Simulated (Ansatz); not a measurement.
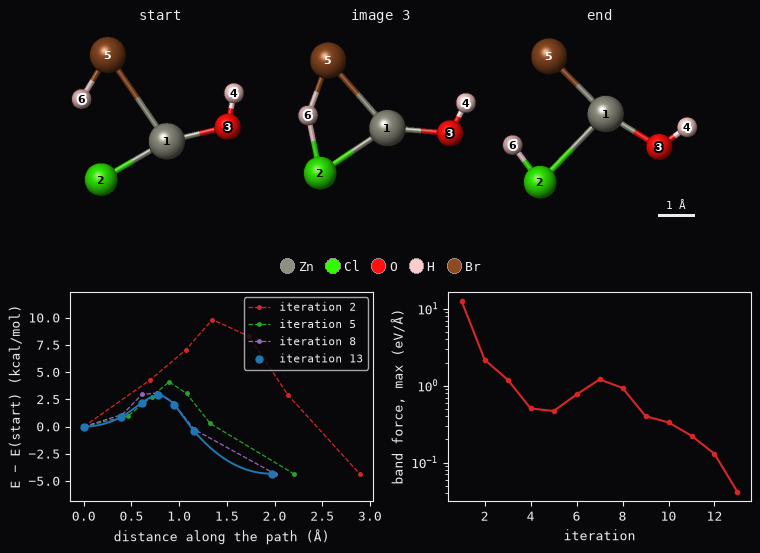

A search for the minimum-energy path of ZnH2OBrCl by the nudged elastic band. Images are numbered from 0 (start) to 6 (end). The plot follows the band through its iterations. Style: ball-and-stick. Shown at a tilt.

All numbers below come from RKS PBE0-D4/def2-SVP (Ansatz 0.2.0). Run with 5 movable images; climbing image; force threshold 0.05 eV/Å; iteration limit 60; starting path through a guess of the saddle point.

**How did the profile develop, and is the result final?**

The run is converged, with reservations. The band converged in 13 iterations. The largest component of the band force went from 13 to 0.041 eV/Å. The climbing image converged on the top of the path. Its curvatures weren't checked. The first iteration put the highest image at 33.1 kcal/mol. The highest point, image 3, lies 2.9 kcal/mol above the start and 7.2 kcal/mol above the end; the end is at −4.3 kcal/mol relative to the start.

Cost: 3.3 min on 2 threads of Arm Neoverse V2, with other jobs on the host, peak memory 0.27 GiB.
